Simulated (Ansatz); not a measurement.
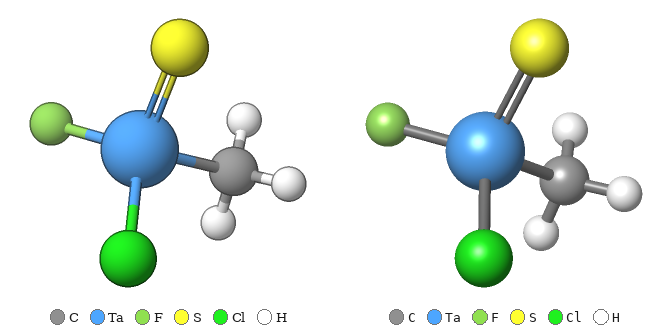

Both panels show the same species.

The species is neutral and a spin singlet.

What is the molecular formula?

Answer. CH₃ClFSTa, 8 atoms: 1 carbon, 3 hydrogen, 1 chlorine, 1 fluorine, 1 sulfur and 1 tantalum.

Give a SMILES string for it.

Answer. [CH3][Ta@]([F])(=[S])[Cl]

How many sets of symmetry-equivalent atoms are there?

Answer. 8: 1 C, 1 Ta, 1 F, 1 S, 1 Cl, 1 H, 1 H, 1 H.

The parts below concern this one geometry. Atoms keep their numbers from picture to picture. The geometry was computed by an optimisation with PBE0-D4/def2-TZVP.

### Shape

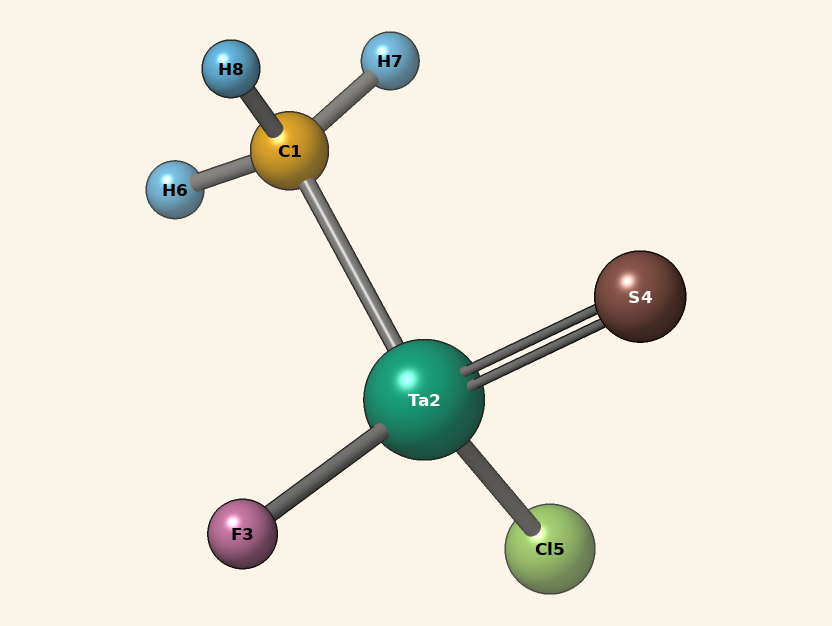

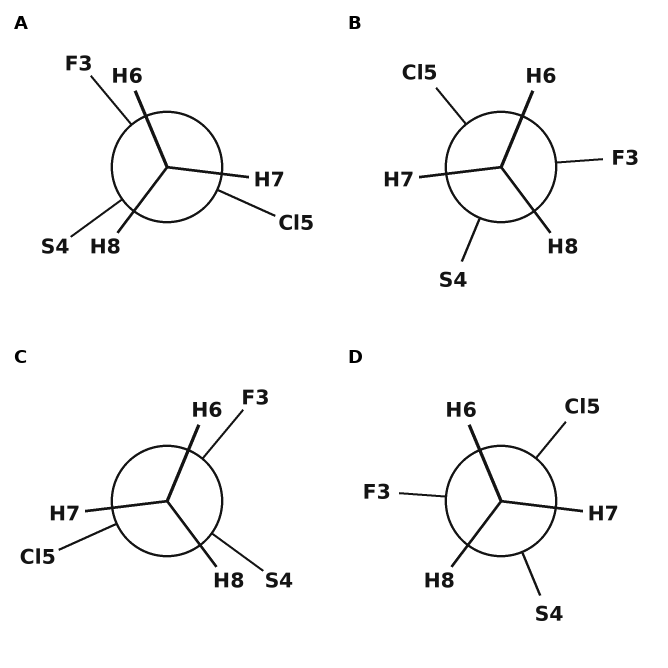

Atoms fade into the background with distance from the viewer. Bonds that would overlap in a projection are set slightly apart.

Which Newman projection shows the view along C1–Ta2, with C1 in front?

Answer. D. The torsion angle H6–C1–Ta2–Cl5 is 62°, synclinal (gauche).

### Charges

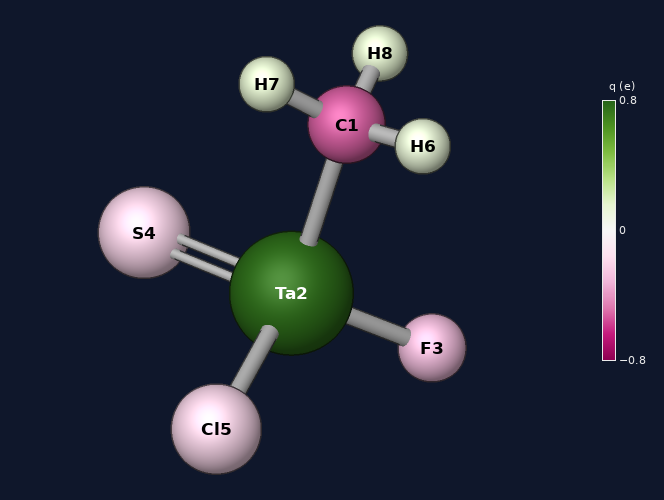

Atoms are coloured by their Mulliken charges. Properties computed with RKS ωB97M-V/def2-TZVPP, core potentials on Ta (Ansatz 0.2.0).

Which atom carries the highest charge (most positive or least negative)?

Answer. Ta2 (0.77 e).

And the lowest?

Answer. C1 (−0.52 e).

List the Mulliken charges.

| atom | value (e) |
| --- | --- |
| C1 | −0.52 |
| Ta2 | 0.77 |
| F3 | −0.29 |
| S4 | −0.20 |
| Cl5 | −0.19 |
| H6 | 0.13 |
| H7 | 0.15 |
| H8 | 0.15 |

### Vibrations

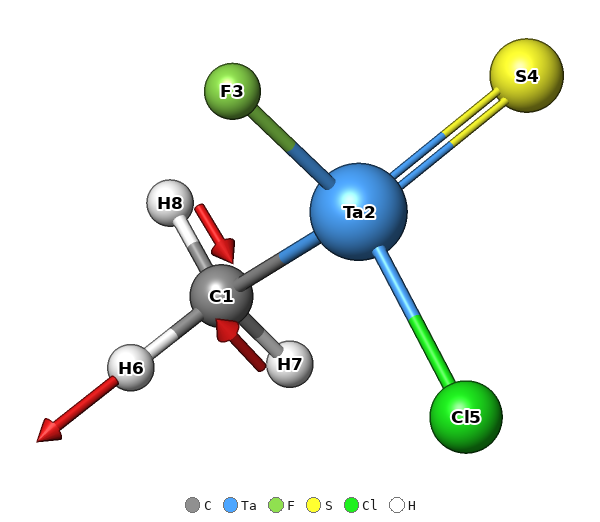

The arrows show one normal mode. Harmonic vibrations computed with RKS PBE0-D4/def2-TZVP, core potentials on Ta (Ansatz 0.2.0) at a stationary point of the same level.

Describe the motion.

Answer. Mostly out-of-phase stretching of 3 C–H bonds.

At what wavenumber does it lie?

Answer. 3112 cm⁻¹; it is mode 17 of 18 counted from the lowest.

### Dipole moment

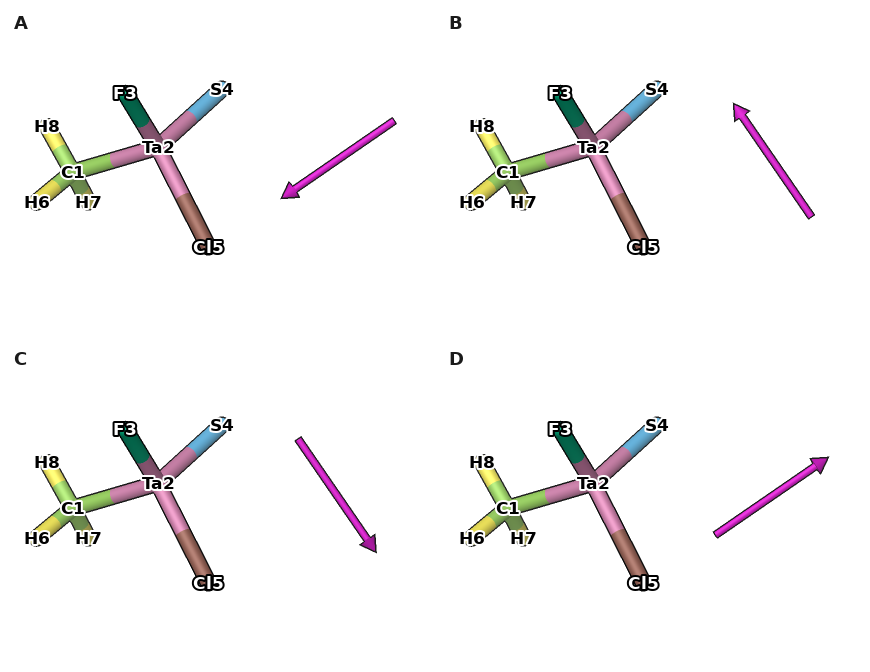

The same molecule four times, each with an arrow. Level of theory: RKS ωB97M-V/def2-TZVPP, core potentials on Ta (Ansatz 0.2.0).

Which arrow points along the dipole moment, from the negative to the positive end?

Answer. A. The dipole moment is 2.42 D; it points from the side of S4 to the side of H6 (the outermost atoms at the two ends).

Mulliken values depend strongly on the basis set and can even reverse the polarity of a bond.
